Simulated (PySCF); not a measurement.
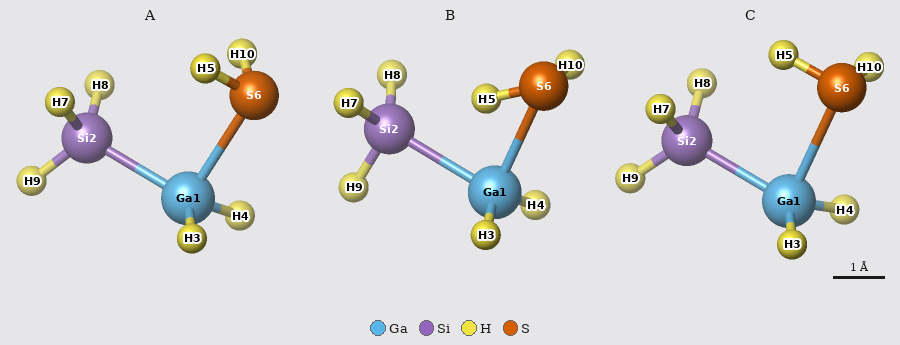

3 geometries from one relaxation of GaSiH7S (started from a transition state, displaced along its imaginary mode), in shuffled order. The picture is a ball-and-stick view, seen at a tilt.

The calculation used PySCF, RKS PBE0-D4/def2-TZVP, density fitting. 

Order the frames from highest to lowest energy.

Answer. B, C, A. They are steps 0, 8, 35, at +20.3 kcal/mol, +1.37 kcal/mol relative to the last. The energy falls by 20.3 kcal/mol in 35 geometry steps. The atom that moves furthest after the best rigid fit is H5 (1.26 Å). Largest moves by element: H 1.26 Å, S 0.36 Å, Si 0.26 Å, Ga 0.22 Å. Among the contacts that change: Ga1–Si2 2.504 → 2.413 Å, H5–S6 1.279 → 1.344 Å, Ga1–S6 2.530 → 2.595 Å, Ga1–H4 1.550 → 1.576 Å. Bond angles that change, for instance: Ga1–S6–H5 48.4° → 98.0°, Ga1–Si2–H9 94.8° → 114.4°, H3–Ga1–H4 131.7° → 118.6°. Groups turn about Ga1–S6 by about 40°.
